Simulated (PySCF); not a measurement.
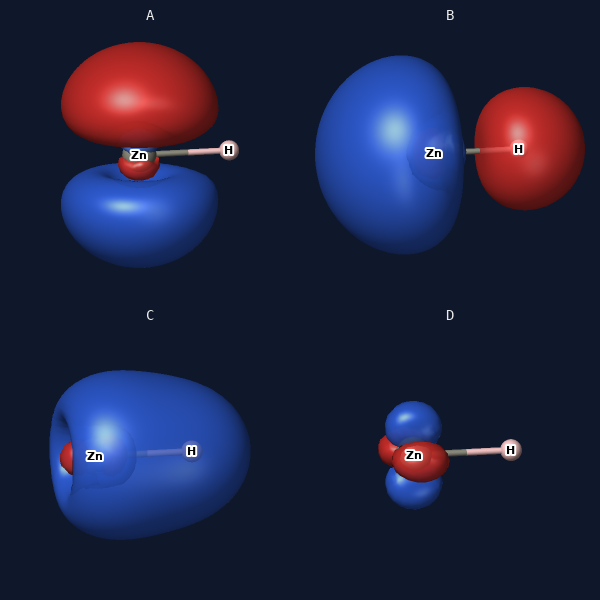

ZnH (charge +1). Four frontier orbitals, each drawn at the value that holds 80 % of its norm (blue and red are the two phases), in no order; of a degenerate pair one member is drawn.

Level of theory: PBE0/pcseg-1, non-relativistic, at a bond length of 1.538 Å (PySCF).

Q: Name the orbitals and rank them from lowest to highest energy.

A: Orbital D: δ, occupied, −22.73 eV; almost wholly on Zn.
Orbital C: σ, occupied, −16.53 eV; shared between the atoms (Zn 60 %, H 40 %).
Orbital B: σ, empty, −10.12 eV; mainly on Zn (80 %).
Orbital A: π, empty, −5.28 eV; mainly on Zn (95 %).
